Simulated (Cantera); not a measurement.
A closed system holds: 1 mol HMDSO, 1.2 mol CO2, 49 mol H2, 3.2 mol N2O, at 683 Torr.

Equilibrium computed with Cantera from the NASA thermochemical tables; the gas is ideal and each condensed phase is pure. Candidate condensed phases: C, C6H6, C7H8, C8H18, H2O, Si, SiC, SiO2, Si2N2O, Si3N4; 151 gas species. The feed counts by its element totals alone. Mutual solubility and eutectic melting of coexisting phases are not modelled. Gases not in the tables: Si2H6 and higher silanes. Kinetics and transport are ignored.

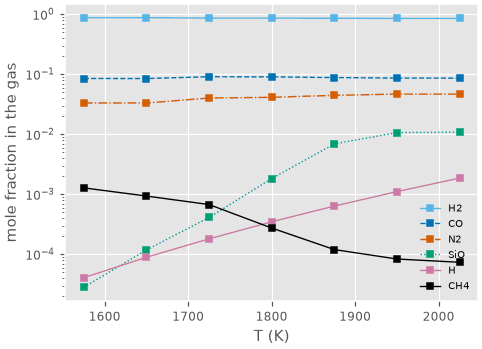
Equilibrium gas composition (values under 1e-9 drawn at 1e-9)

Question: Read off the mole fractions at 1725 K.

Answer: H2 about 0.87, CO about 0.091, N2 about 0.040, CH4 about 0.00068, SiO about 0.00041, H about 0.00018.
